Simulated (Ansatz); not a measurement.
## Electronic structure of CH5NOSi in real space

```xyz
9

N     0.4911    1.3709   -0.6080
C     0.5829    0.0137   -0.5176
O     1.3902   -0.6425   -1.1558
Si   -0.6097   -0.9422    0.6720
H     1.1240    1.8595   -1.2365
H    -0.1817    1.9074   -0.0760
H    -1.3828   -1.9101   -0.1512
H     0.2311   -1.6677    1.6616
H    -1.5565   -0.0353    1.3941
```

Computed with RKS B3LYP/def2-SVP (Ansatz 0.2.0).

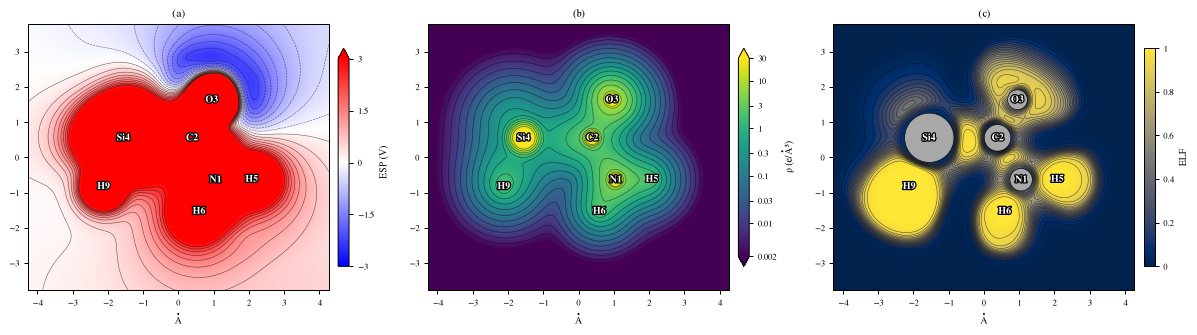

Figure 1. (a) molecular electrostatic potential; (b) electron density; (c) electron localisation function on the plane of atoms O3, C2 and Si4. Grey discs cover the atomic cores in the ELF map.

> Describe what can be read from this map.

The section cuts through N, C, O, Si and H sites. C–O (1.22 Å): ρ is about 3.2 e/Å³ halfway; the ELF peaks at about 0.85 between the atoms: a multiple bond. C–N (1.36 Å): the density is about 2.3 e/Å³ at the midpoint; the ELF peaks at about 0.95 between the atoms, as expected for localised, covalent bonding. C–Si (1.94 Å): ρ at the midpoint is about 0.9 e/Å³; the ELF peaks at about 1 between the atoms, as expected for a shared electron pair. N–H (1.01 Å): the density is about 2.8 e/Å³ at the midpoint; the ELF climbs to about 1 towards the hydrogen, as it does in any bond to H (a covalent bond by its length). Si–H (1.50 Å): ρ at the midpoint is about 0.75 e/Å³; the ELF climbs to about 1 towards the hydrogen. The ELF also peaks beside O3, away from the bonds: lone-pair regions. Outside the dense part of the molecule the potential is most negative (−2.4 V) near O3.

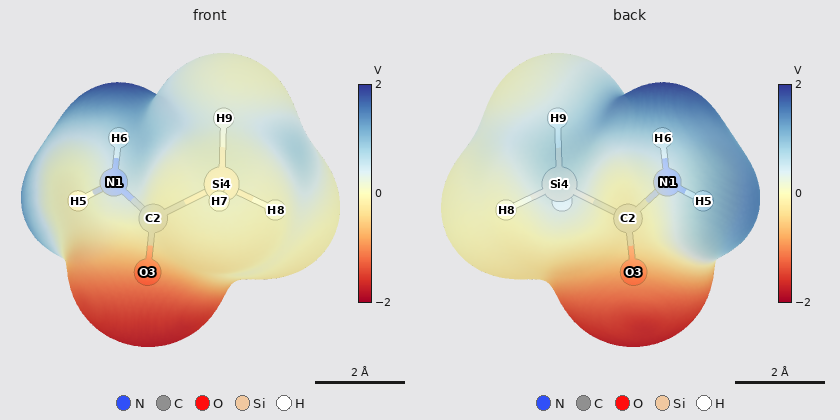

Figure 2. The molecular electrostatic potential painted on the density surface at 0.001 e/bohr³, seen from the front and from behind; the colour scale runs from red (negative) to blue (positive).

> Which sites attract a positive test charge, and which a negative one?

A positive charge is drawn to the negative regions and a negative charge to the positive ones. The most negative region (about −1.8 V) lies over O3, the most positive (about +1.9 V) over H6. O3 is the likeliest acceptor of a hydrogen bond.

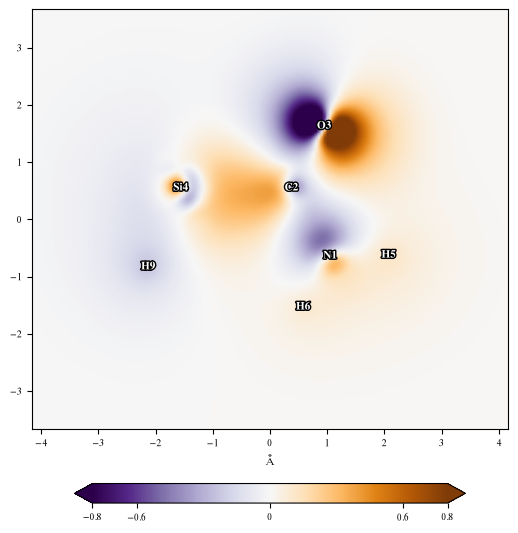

Figure 3. The HOMO on the plane of atoms N1, C2 and O3 (values in Å⁻³ᐟ²; the overall sign is arbitrary).

> Describe this orbital and give its energy.

By Hirshfeld shares it lies mainly on O3 (about 60 %), C2 (about 15 %), Si4 (about 15 %) and N1 (about 5 %). Its energy is −6.65 eV.
